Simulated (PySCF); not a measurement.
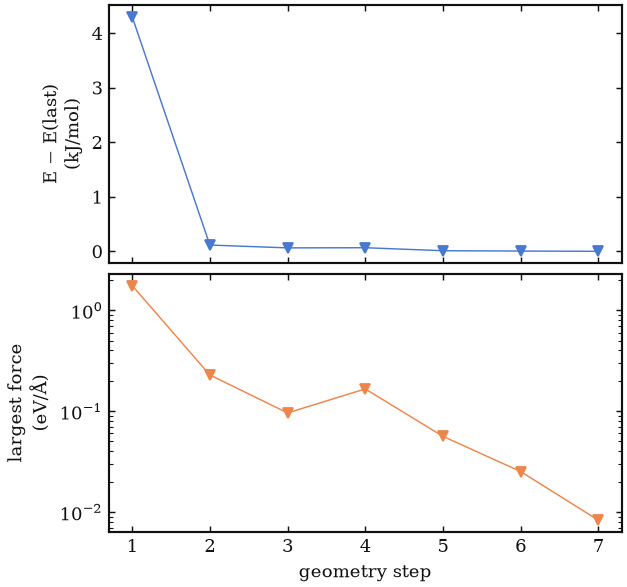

History of a geometry optimisation.

- system: C$_{5}$H$_{3}$NO (SMILES N#Cc1ccco1)
- method: PBE0-D3(BJ)/def2-SVP, geometry optimisation in PySCF

How did it end, and what did it gain?

The optimisation met its thresholds at geometry 7, counting the start as the first. The energy fell by about 4.3 kJ/mol from the first step to the last. The largest force goes from about 1.8 eV/Å at the start to 8 × 10⁻³ eV/Å at the end.

By which step was nine tenths of the energy gained?

By step 2 of 7.
